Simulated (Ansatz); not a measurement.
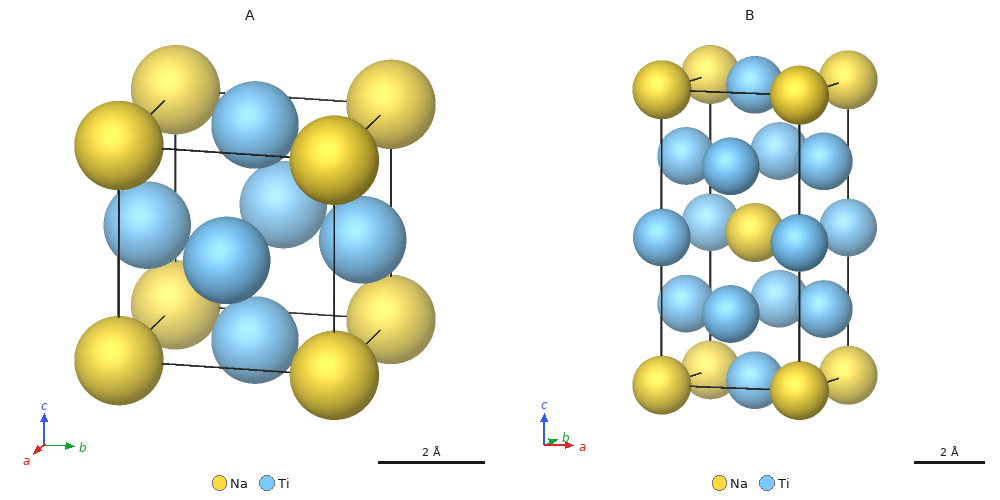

Two structures of NaTi3, each relaxed to rest (conventional cells in solid outline, small ones repeated, not to one scale). Method: Ansatz, DFT PBE, scalar-relativistic, plane waves, PAW, without spin polarisation.

Describe A and B.

A: Cu₃Au (L1₂) type, Pm-3m. B: 8 atoms a cell on a body-centred tetragonal lattice, I4/mmm.

Which structure is more stable?

B is lower, by 38 meV/atom at this level of theory (energies at zero smearing). Volumes: A 18.9, B 18.9 Å³/atom.

One or both may be structure types tried for this composition rather than known phases.
